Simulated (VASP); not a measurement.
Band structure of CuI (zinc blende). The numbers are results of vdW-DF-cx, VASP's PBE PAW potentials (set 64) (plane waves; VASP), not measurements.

Unless said otherwise, spin-orbit coupling is left out, though it shifts the bands of the heavy elements here.

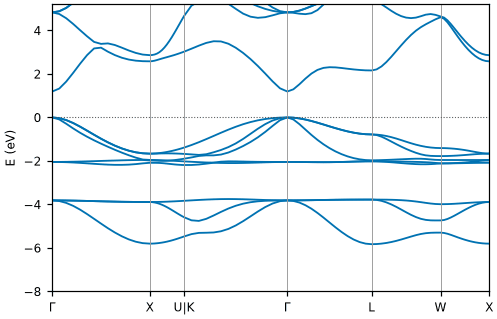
Fig. 1. Bands along high-symmetry lines, zero at the valence-band maximum or, without a gap, the Fermi level

Question: Read the plot: is there a gap, and where are the band edges?

Answer: The gap is direct, 1.19 eV, from the valence maximum at Γ to the conduction minimum at Γ. (Edges off the drawn lines would not show.)

Measured: gap 3.12 eV (computed value off by -1.93 eV), as given by Abedi et al., (2022), arXiv:2211.14644.

The compound is CuI in the zinc blende structure. It was relaxed first.
